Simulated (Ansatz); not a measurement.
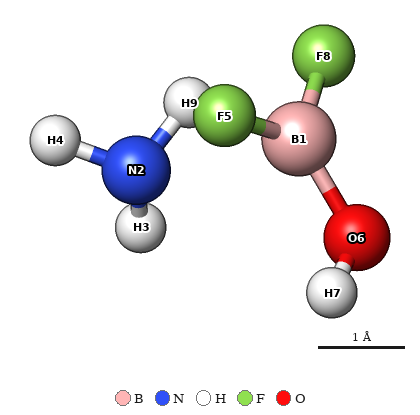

The starting structure (ball-and-stick view, seen at a tilt; atoms are numbered from 1 in the order of the input). Bond lengths as drawn: B–F 1.32 Å, B–O 1.33 Å, H–N 1.00 to 1.03 Å and H–O 0.94 Å.

## Geometry relaxation of BNH$_{4}$OF$_{2}$ (part 1 of 2)

The run: geometry relaxation of BNH$_{4}$OF$_{2}$. Method and program: RHF/def2-SVP (Ansatz 0.2.0).

It belongs to a series of runs on one base structure; here: end point B relaxed. Figures and captions count atoms from 1; the log counts them from 0 in places.

**The input**
```yaml
crystal:
  periodic: [false, false, false]
  atoms:
    - { symbol: B, position_ang: [-0.212054, 0.430444, -0.461088] }
    - { symbol: "N", position_ang: [-0.014144, 0.082858, 2.254507] }
    - { symbol: H, position_ang: [-0.779811, -0.091083, 2.881488] }
    - { symbol: H, position_ang: [0.840426, -0.109984, 2.74789] }
    - { symbol: F, position_ang: [0.9254, -0.169632, -0.739418] }
    - { symbol: O, position_ang: [-1.396287, -0.123428, -0.730539] }
    - { symbol: H, position_ang: [-1.34332, -1.023713, -1.012032] }
    - { symbol: F, position_ang: [-0.152078, 1.67338, -0.026372] }
    - { symbol: H, position_ang: [-0.022433, 1.082858, 2.017764] }
basis:
  gaussian: { orbitals: def2-SVP }
hamiltonian:
  xc: hf
relax:
  f_tol: 0.03
  max_steps: 50
```

Machine: 1 thread of Arm Neoverse V2, 24 GiB of memory available, shared host.

Run as:
```bash
ansatz run input.yaml --threads 1 --pin off --max-ram 2048MiB --backend cpu --events-out ev --progress --plain --runs-dir out
```

**Output**
```
The last accepted step is kept in [file] (removed where the run ends without a failure and the disk answers)
Engine: ansatz 0.2.0, aarch64-unknown-linux-gnu
Functional definition: HF
  exchange = exact_x
  correlation = 0
958 factors; integrals over basis functions are off by at most 5.9e-4 eV
mean field evaluation 1: about -9659.1183 eV, gradient 4.6e1 eV
mean field evaluation 2: about -9659.2761 eV, gradient 4.6e1 eV
mean field evaluation 4: about -9663.2037 eV, gradient 2.7e0 eV
mean field evaluation 8: about -9663.2406 eV, gradient 2.0e-1 eV
mean field -9663.24071665 eV, -355.1175463569 hartree, gradient 3.0e-5 eV, S^2 0.000000; 0 other end points of the search recorded, 0 dependent functions left out
the calculation of the forces begins
reference -9663.24071665 eV, -355.1175463569 hartree; 21, 21 occupied and 69, 69 virtual orbitals, 958 factors
relax step   1: F+E_penalty+E_count = -9663.24071665 eV  Δ(F+E_penalty+E_count) = +0.000e0 eV  max|allowed force component| = 1.038e0 eV/Å  Δτ_max = 0.0000 Å  (35 SCF iters, accepted)
these checks for a lower state are left out or cut short: starts, cluster_reference, orbital_swaps, neighbouring_geometries, increment
958 factors; integrals over basis functions are off by at most 5.2e-4 eV
mean field evaluation 16: about -9663.2926 eV, gradient 1.7e-3 eV
mean field -9663.29263228 eV, -355.1194542212 hartree, gradient 4.2e-6 eV, S^2 0.000000; 0 other end points of the search recorded, 0 dependent functions left out
[... from here on the field's lines of each further geometry are left out, up to the last ...]
relax step   2: F+E_penalty+E_count = -9663.29263228 eV  Δ(F+E_penalty+E_count) = -5.192e-2 eV  max|allowed force component| = 1.005e0 eV/Å  Δτ_max = 0.1941 Å  (35 SCF iters, accepted)
relax step   3: F+E_penalty+E_count = -9663.25658720 eV  Δ(F+E_penalty+E_count) = +3.605e-2 eV  max|allowed force component| = 2.245e0 eV/Å  Δτ_max = 0.1941 Å  (34 SCF iters, rejected (line search))
relax step   4: F+E_penalty+E_count = -9663.32184143 eV  Δ(F+E_penalty+E_count) = -2.921e-2 eV  max|allowed force component| = 1.043e0 eV/Å  Δτ_max = 0.0948 Å  (35 SCF iters, accepted)
relax step   5: F+E_penalty+E_count = -9663.34607478 eV  Δ(F+E_penalty+E_count) = -2.423e-2 eV  max|allowed force component| = 7.938e-1 eV/Å  Δτ_max = 0.0974 Å  (35 SCF iters, accepted)
relax step   6: F+E_penalty+E_count = -9663.36993376 eV  Δ(F+E_penalty+E_count) = -2.386e-2 eV  max|allowed force component| = 7.386e-1 eV/Å  Δτ_max = 0.1470 Å  (35 SCF iters, accepted)
relax step   7: F+E_penalty+E_count = -9663.37914845 eV  Δ(F+E_penalty+E_count) = -9.215e-3 eV  max|allowed force component| = 6.642e-1 eV/Å  Δτ_max = 0.1493 Å  (34 SCF iters, accepted)
relax step   8: F+E_penalty+E_count = -9663.39581887 eV  Δ(F+E_penalty+E_count) = -1.667e-2 eV  max|allowed force component| = 2.924e-1 eV/Å  Δτ_max = 0.0484 Å  (36 SCF iters, accepted)
relax step   9: F+E_penalty+E_count = -9663.42466804 eV  Δ(F+E_penalty+E_count) = -2.885e-2 eV  max|allowed force component| = 3.673e-1 eV/Å  Δτ_max = 0.1222 Å  (35 SCF iters, accepted)
relax step  10: F+E_penalty+E_count = -9663.49548744 eV  Δ(F+E_penalty+E_count) = -7.082e-2 eV  max|allowed force component| = 6.603e-1 eV/Å  Δτ_max = 0.1947 Å  (34 SCF iters, accepted)
relax step  11: F+E_penalty+E_count = -9663.51905197 eV  Δ(F+E_penalty+E_count) = -2.356e-2 eV  max|allowed force component| = 2.236e-1 eV/Å  Δτ_max = 0.0813 Å  (36 SCF iters, accepted)
relax step  12: F+E_penalty+E_count = -9663.53526833 eV  Δ(F+E_penalty+E_count) = -1.622e-2 eV  max|allowed force component| = 1.333e-1 eV/Å  Δτ_max = 0.1030 Å  (35 SCF iters, accepted)
relax step  13: F+E_penalty+E_count = -9663.49254434 eV  Δ(F+E_penalty+E_count) = +4.272e-2 eV  max|allowed force component| = 1.947e0 eV/Å  Δτ_max = 0.1082 Å  (35 SCF iters, rejected (line search))
relax step  14: F+E_penalty+E_count = -9663.54180564 eV  Δ(F+E_penalty+E_count) = -6.537e-3 eV  max|allowed force component| = 1.562e-1 eV/Å  Δτ_max = 0.0540 Å  (36 SCF iters, accepted)
relax step  15: F+E_penalty+E_count = -9663.55442102 eV  Δ(F+E_penalty+E_count) = -1.262e-2 eV  max|allowed force component| = 2.567e-1 eV/Å  Δτ_max = 0.1000 Å  (35 SCF iters, accepted)
relax step  16: F+E_penalty+E_count = -9663.54509662 eV  Δ(F+E_penalty+E_count) = +9.324e-3 eV  max|allowed force component| = 1.089e0 eV/Å  Δτ_max = 0.0925 Å  (35 SCF iters, rejected (line search))
relax step  17: F+E_penalty+E_count = -9663.56186441 eV  Δ(F+E_penalty+E_count) = -7.443e-3 eV  max|allowed force component| = 1.901e-1 eV/Å  Δτ_max = 0.0462 Å  (36 SCF iters, accepted)
relax step  18: F+E_penalty+E_count = -9663.57250911 eV  Δ(F+E_penalty+E_count) = -1.064e-2 eV  max|allowed force component| = 1.910e-1 eV/Å  Δτ_max = 0.0750 Å  (35 SCF iters, accepted)
relax step  19: F+E_penalty+E_count = -9663.56960095 eV  Δ(F+E_penalty+E_count) = +2.908e-3 eV  max|allowed force component| = 1.159e0 eV/Å  Δτ_max = 0.1103 Å  (35 SCF iters, rejected (line search))
relax step  20: F+E_penalty+E_count = -9663.58189266 eV  Δ(F+E_penalty+E_count) = -9.384e-3 eV  max|allowed force component| = 1.426e-1 eV/Å  Δτ_max = 0.0551 Å  (36 SCF iters, accepted)
relax step  21: F+E_penalty+E_count = -9663.58935250 eV  Δ(F+E_penalty+E_count) = -7.460e-3 eV  max|allowed force component| = 3.553e-1 eV/Å  Δτ_max = 0.0547 Å  (36 SCF iters, accepted)
relax step  22: F+E_penalty+E_count = -9663.60063883 eV  Δ(F+E_penalty+E_count) = -1.129e-2 eV  max|allowed force component| = 3.083e-1 eV/Å  Δτ_max = 0.0844 Å  (36 SCF iters, accepted)
relax step  23: F+E_penalty+E_count = -9663.57379562 eV  Δ(F+E_penalty+E_count) = +2.684e-2 eV  max|allowed force component| = 6.391e-1 eV/Å  Δτ_max = 0.1266 Å  (35 SCF iters, rejected (line search))
relax step  24: F+E_penalty+E_count = -9663.60894893 eV  Δ(F+E_penalty+E_count) = -8.310e-3 eV  max|allowed force component| = 1.819e-1 eV/Å  Δτ_max = 0.0633 Å  (35 SCF iters, accepted)
relax step  25: F+E_penalty+E_count = -9663.61519818 eV  Δ(F+E_penalty+E_count) = -6.249e-3 eV  max|allowed force component| = 9.113e-2 eV/Å  Δτ_max = 0.0633 Å  (35 SCF iters, accepted)
relax step  26: F+E_penalty+E_count = -9663.61812590 eV  Δ(F+E_penalty+E_count) = -2.928e-3 eV  max|allowed force component| = 3.285e-1 eV/Å  Δτ_max = 0.0939 Å  (35 SCF iters, accepted)
the calculation of the forces begins
reference -9663.62296932 eV, -355.1315938836 hartree; 21, 21 occupied and 69, 69 virtual orbitals, 958 factors
relax step  27: F+E_penalty+E_count = -9663.62296932 eV  Δ(F+E_penalty+E_count) = -4.843e-3 eV  max|allowed force component| = 9.369e-3 eV/Å  Δτ_max = 0.0493 Å  (36 SCF iters, accepted)
958 factors; integrals over basis functions are off by at most 6.2e-4 eV
mean field evaluation 256: about -9659.5007 eV, gradient 4.6e1 eV
```

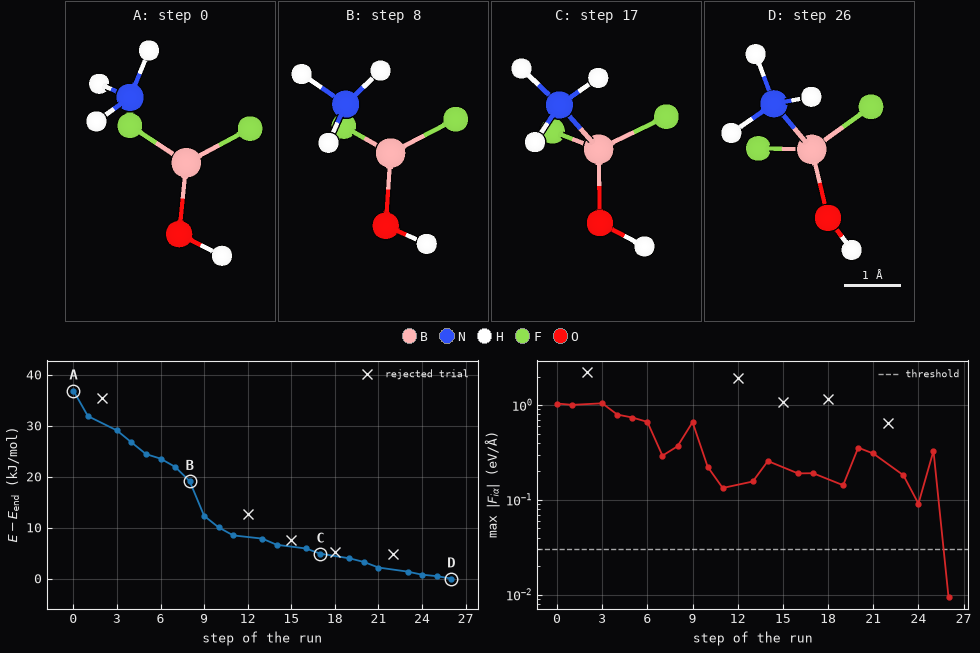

Frames of the relaxation (ball-and-stick view, seen at an oblique angle) above the curves, on which the letters mark them (the first geometry is step 0 here and step 1 in the log).

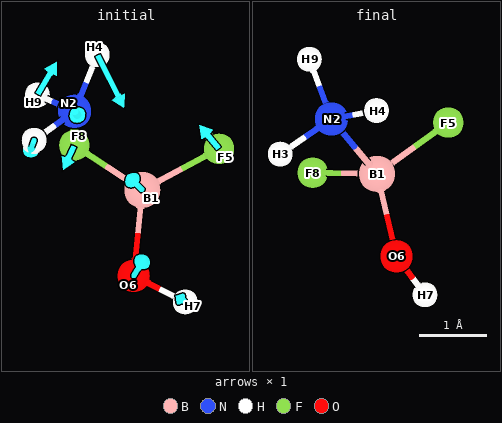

Before (left) and after (right) the relaxation, at one scale (ball-and-stick view, seen at an oblique angle). The teal arrows give the displacements, at true length. Over 26 geometry steps the energy falls by 36.9 kJ/mol. Largest force component: 1 eV/Å at the start, 0.0094 eV/Å at the end. The line search rejected the trial steps at points 2, 12, 15, 18, 22 (counted from 0) and went back. The atom that moves furthest after the best rigid fit is H4 (0.95 Å). Largest moves by element: H 0.95 Å, O 0.87 Å, B 0.62 Å, F 0.53 Å, N 0.48 Å. Among the contacts that change: B1–N2 2.745 → 1.667 Å, B1–O6 1.335 → 1.398 Å, B1–F5 1.316 → 1.372 Å, N2–H9 1.028 → 1.007 Å. New bonds form: B1–N2 (2.74 → 1.67 Å). Among the angles that change: F5–B1–F8 117.4° → 111.3°, F5–B1–O6 122.3° → 116.3°, O6–B1–F8 119.9° → 116.4°. (Atoms are counted from 1 in the order of the input.)

```
mean field -9663.62296932 eV, -355.1315938836 hartree, gradient 6.3e-6 eV, S^2 0.000000; 1 other end points of the search recorded, 0 dependent functions left out
the calculation of the forces begins
reference -9663.62296932 eV, -355.1315938836 hartree; 21, 21 occupied and 69, 69 virtual orbitals, 958 factors
Total energy: -9663.62296932 eV, -355.1315938836 hartree
Atom 0 at    -0.177226     0.331575     0.156396 Å, force     0.001993     0.002387    -0.006073 eV/Å
Atom 1 at    -0.049013     0.304034     1.818119 Å, force     0.002191    -0.001921    -0.001911 eV/Å
Atom 2 at    -0.963053     0.408058     2.228776 Å, force    -0.004436     0.004301     0.001598 eV/Å
Atom 3 at     0.339256    -0.576905     2.114927 Å, force    -0.003288    -0.004027     0.000358 eV/Å
Atom 4 at     1.103145     0.103390    -0.281347 Å, force     0.004299    -0.002642     0.004048 eV/Å
Atom 5 at    -1.107892    -0.679474    -0.100394 Å, force     0.000731    -0.005945     0.005632 eV/Å
Atom 6 at    -1.265954    -0.803969    -1.022365 Å, force    -0.000571     0.002452    -0.006710 eV/Å
Atom 7 at    -0.577977     1.613798    -0.123205 Å, force    -0.009369     0.001860     0.001902 eV/Å
Atom 8 at     0.544414     1.051193     2.141294 Å, force     0.008450     0.003536     0.001156 eV/Å
Dipole moment:    -0.035029    -0.154659     0.970790 e Å
```

**Trajectory as extended XYZ (Å, eV, eV/Å), 27 frames, from step=1 to step=27**
```
9
Properties=species:S:1:pos:R:3:forces:R:3 step=1 energy=-9663.24072
B    -0.2121    0.4304   -0.4611    0.0165   0.0280   0.1717
N    -0.0141    0.0829    2.2545    0.0014   0.9710  -0.3887
H    -0.7798   -0.0911    2.8815   -0.0107   0.0032   0.0104
H     0.8404   -0.1100    2.7479   -0.0122   0.0058  -0.0086
F     0.9254   -0.1696   -0.7394   -0.0280  -0.0358  -0.0220
O    -1.3963   -0.1234   -0.7305    0.1005   0.0248   0.0116
H    -1.3433   -1.0237   -1.0120   -0.0165   0.0128  -0.0004
F    -0.1521    1.6734   -0.0264   -0.0792   0.0283  -0.3185
H    -0.0224    1.0829    2.0178    0.0282  -1.0382   0.5445
9
Properties=species:S:1:pos:R:3:forces:R:3 step=2 energy=-9663.29263
B    -0.2104    0.4251   -0.4578    0.0624   0.5972  -0.1814
N    -0.0194    0.1271    2.2383    0.0548   0.8149   0.0602
H    -0.7867   -0.1426    2.8372    0.1159   0.0815  -0.1700
H     0.8306   -0.1686    2.6992   -0.1787   0.1025  -0.1692
F     0.9257   -0.1795   -0.7324    0.0563  -0.1398   0.1562
O    -1.3918   -0.1306   -0.7313   -0.0460  -0.1835   0.1407
H    -1.3405   -1.0427   -0.9749   -0.0156   0.0673   0.0183
F    -0.1544    1.7097   -0.1441   -0.0501  -0.3353  -0.0289
H    -0.0075    1.1537    2.1979    0.0010  -1.0048   0.1741
9
Properties=species:S:1:pos:R:3:forces:R:3 step=3 energy=-9663.25659 accepted=F
B    -0.2052    0.4421   -0.4410    0.2626   0.3628   0.7556
N    -0.0308    0.2004    2.1313    0.1194   1.2017   1.2172
H    -0.8055   -0.2094    2.6581    0.4312   0.4656  -0.4176
H     0.8093   -0.2377    2.5191   -0.5200   0.4982  -0.3808
F     0.9372   -0.2056   -0.5972   -0.1227   0.0794  -0.1914
O    -1.3841   -0.1405   -0.6726   -0.0720  -0.2544  -0.1921
H    -1.3294   -1.0708   -0.8461    0.0049   0.2419   0.0392
F    -0.1524    1.7415   -0.1923   -0.0316  -0.3506  -0.4006
H     0.0067    1.2318    2.3730   -0.0718  -2.2447  -0.4295
9
Properties=species:S:1:pos:R:3:forces:R:3 step=4 energy=-9663.32184
B    -0.2071    0.4391   -0.4450    0.1168   0.3610   0.1104
N    -0.0284    0.1526    2.1868    0.0689   0.7711   0.3191
H    -0.7936   -0.1739    2.7624    0.1414   0.1211  -0.2102
H     0.8202   -0.2021    2.6111   -0.2177   0.1517  -0.2069
F     0.9321   -0.1902   -0.6593   -0.0167  -0.0239   0.0344
O    -1.3867   -0.1327   -0.6987   -0.0523  -0.1367   0.0120
H    -1.3325   -1.0537   -0.9059    0.0001   0.0915   0.0333
F    -0.1536    1.7349   -0.1880   -0.0301  -0.2926  -0.0918
H    -0.0048    1.1777    2.2688   -0.0104  -1.0432  -0.0004
9
Properties=species:S:1:pos:R:3:forces:R:3 step=5 energy=-9663.34607
B    -0.1993    0.4441   -0.4136    0.0693   0.1594   0.2696
N    -0.0421    0.1774    2.1363    0.1084   0.5622   0.3303
H    -0.8059   -0.1867    2.6873    0.0826   0.0814  -0.1520
H     0.8059   -0.2220    2.5168   -0.1774   0.1326  -0.1487
F     0.9402   -0.1917   -0.6120    0.0321  -0.0373  -0.0407
O    -1.3787   -0.1366   -0.6539   -0.0921  -0.1103  -0.0693
H    -1.3225   -1.0608   -0.8425    0.0075   0.0654   0.0252
F    -0.1475    1.7425   -0.1937   -0.0141  -0.0597  -0.1236
H    -0.0044    1.1856    2.3074   -0.0163  -0.7938  -0.0907
9
Properties=species:S:1:pos:R:3:forces:R:3 step=6 energy=-9663.36993
B    -0.1925    0.4517   -0.3463    0.1001   0.1272   0.1701
N    -0.0454    0.2081    2.0634    0.0299   0.4649   0.4320
H    -0.8263   -0.2173    2.5450    0.1349   0.1460  -0.1550
H     0.7908   -0.2444    2.4092   -0.1658   0.1479  -0.1468
F     0.9477   -0.1924   -0.5328    0.0944  -0.0804  -0.0657
O    -1.3708   -0.1367   -0.5916   -0.1579  -0.1305  -0.0294
H    -1.3128   -1.0675   -0.7411    0.0164   0.0612   0.0106
F    -0.1404    1.7645   -0.2337   -0.0186   0.0024  -0.0201
H    -0.0046    1.1859    2.3601   -0.0334  -0.7386  -0.1956
9
Properties=species:S:1:pos:R:3:forces:R:3 step=7 energy=-9663.37915
B    -0.1742    0.4511   -0.2815    0.0625   0.1241   0.3938
N    -0.0699    0.2498    1.9912    0.1953   0.2153   0.5449
H    -0.8556   -0.2201    2.4223    0.1431   0.1834  -0.1623
H     0.7606   -0.2616    2.2640   -0.1949   0.2027  -0.0648
F     0.9694   -0.1912   -0.5026   -0.0225  -0.0510  -0.0341
O    -1.3574   -0.1471   -0.5050   -0.1482  -0.1449  -0.1580
H    -1.2956   -1.0782   -0.6459    0.0132   0.0331  -0.0257
F    -0.1267    1.7689   -0.2201    0.0072   0.1015  -0.1524
H    -0.0050    1.1802    2.4098   -0.0557  -0.6642  -0.3414
```
